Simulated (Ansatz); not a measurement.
# FGeH₅Si₂ (SMILES F[SiH]1[SiH2][GeH2]1): what the fields show

```xyz
9

F    -1.8083    1.2586   -1.5525
Si   -0.6313    0.2509   -1.1504
Si    1.1325    0.7337    0.2528
Ge   -0.4433   -1.0078    0.8395
H    -0.2611   -0.5706   -2.3302
H     0.9069    1.8580    1.1966
H     2.5627    0.5904   -0.1218
H    -0.1638   -2.5113    0.7303
H    -1.2059   -0.6479    2.1187
```

Geometry: PBE0-D4/def2-TZVP.

Level of theory: RKS PBE0-D4/def2-TZVPP in Ansatz 0.2.0.

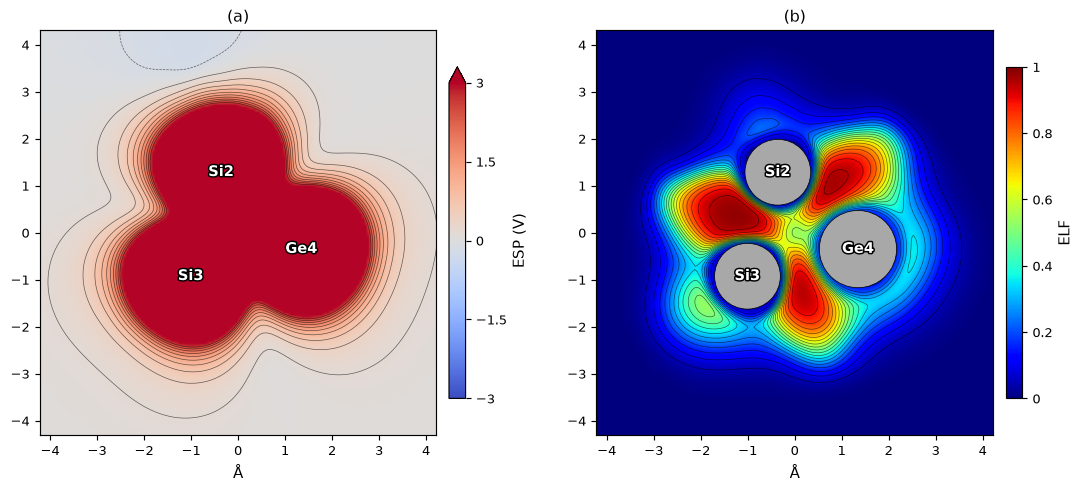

Figure 1. (a) molecular electrostatic potential; (b) ELF on the plane of atoms Si2, Ge4 and Si3. Grey discs cover the atomic cores in the ELF map.

Q: Interpret the plot.

A: The plane passes through Si and Ge nuclei.
Si–Si (2.30 Å): the ELF peaks at about 0.95 between the atoms (localised, covalent bonding).
Si–Ge (2.36 Å): the ELF peaks at about 0.85 between the atoms, as expected for a shared electron pair.
Si–Ge (2.42 Å): the ELF peaks at about 0.85 between the atoms; a covalent bond.
The potential has no marked negative region in this plane.

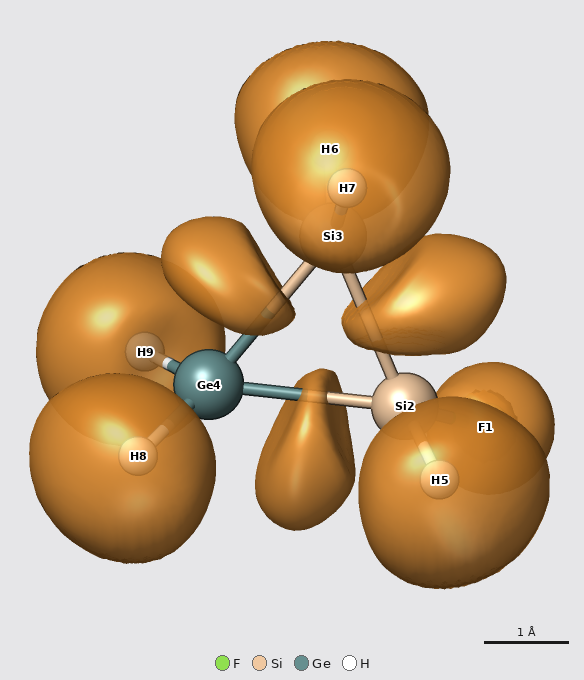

Figure 2. Isosurface of the electron localisation function at 0.75 (orange), seen at a tilt. Core shells and regions of very low density are left out.

Q: Where are the electrons localised?

A: The surface consists of five regions around hydrogen nuclei, three regions on Si in which the atom's valence shell and bonds are merged and one region wrapped around F (its valence shell). Profiles from the grid: Si–F (1.60 Å): the ELF peaks at about 0.85 in the valence shell of F, 0.6 Å from its nucleus, and is about 0.50 at the midpoint.

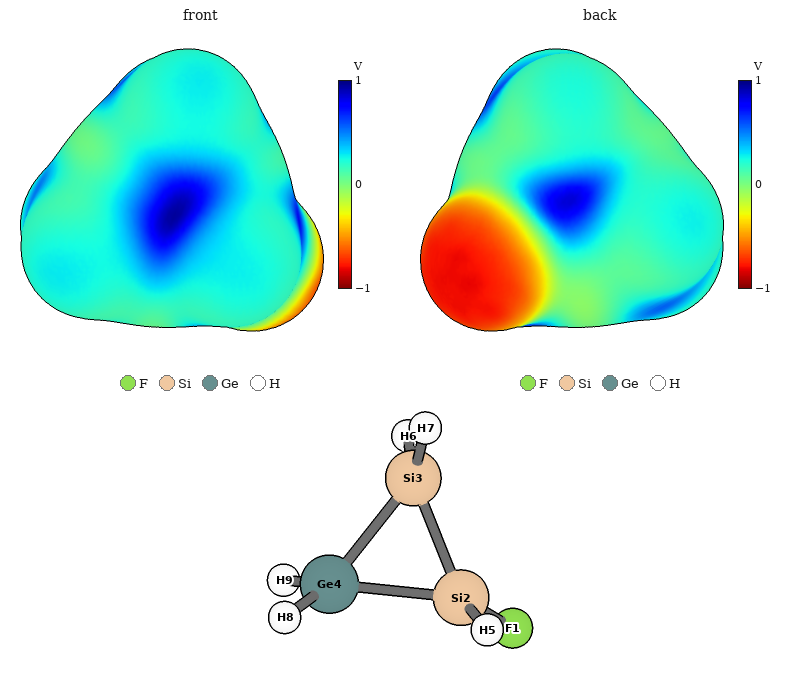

Figure 3. The electrostatic potential painted on the density surface at 0.001 e/bohr³, seen from the front and from behind; the colour scale runs from red (negative) to blue (positive). The bare structure is drawn below in the same view.

Q: Describe the electrostatic potential map.

A: The most negative region (about −0.8 V, or −18 kcal/mol for a unit charge) lies over F1, the most positive (about +0.9 V, or +21 kcal/mol for a unit charge) over Si2, Si3 and Ge4.

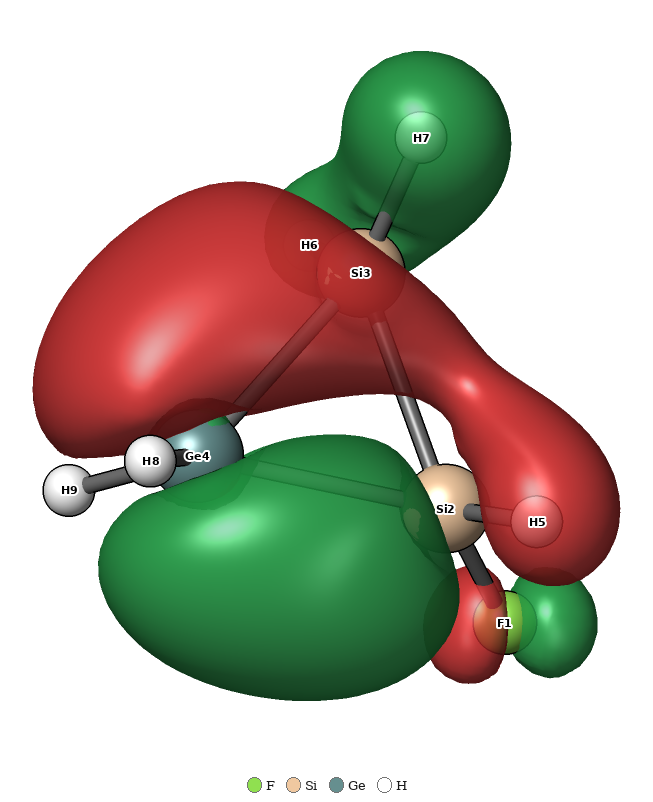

Figure 4. The HOMO at ±0.08 Å⁻³ᐟ² (green and red are the two phases), seen at a tilt.

Q: Where does this orbital lie, and at what energy?

A: It lies mainly on Ge4 (about 40 %), Si2 (about 25 %) and Si3 (about 20 %). Its energy is −6.97 eV.
